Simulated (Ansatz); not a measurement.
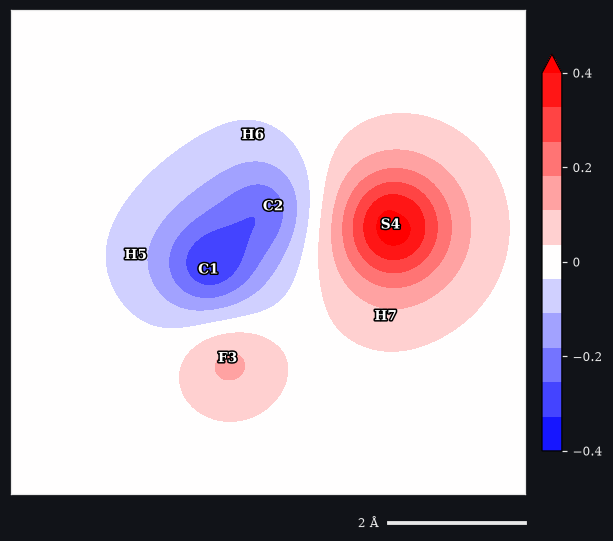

C$_{2}$H$_{3}$FS (SMILES F/C=C\S). The HOMO on a plane 0.8 Å above the molecular plane (values in Å⁻³ᐟ²; the overall sign is arbitrary).

Geometry: PBE0-D3(BJ)/def2-SVP.

These are results of isolated molecule in a Gaussian basis; Kohn-Sham density functional theory, functional PBE0 (Ansatz 0.2.0), not measurements.

```yaml
atoms:
  - { symbol: C, position_ang: [-1.8776, 0.5937, -2.0600] }
  - { symbol: C, position_ang: [-1.6165, 1.0747, -0.8449] }
  - { symbol: F, position_ang: [-3.1262, 0.4195, -2.4992] }
  - { symbol: S, position_ang: [-2.7842, 1.5539, 0.3666] }
  - { symbol: H, position_ang: [-1.1149, 0.3062, -2.7870] }
  - { symbol: H, position_ang: [-0.5731, 1.1933, -0.5459] }
  - { symbol: H, position_ang: [-3.8755, 1.2614, -0.3728] }
```

Where does this orbital lie, and at what energy?

Its weight (Hirshfeld) is mainly on S4 (about 50 %), C1 (about 25 %), C2 (about 15 %) and F3 (about 5 %); it changes sign across the molecular plane (π type); π-bonding across C1–C2; π-antibonding (a node) across C2–S4. Its energy is −6.56 eV.
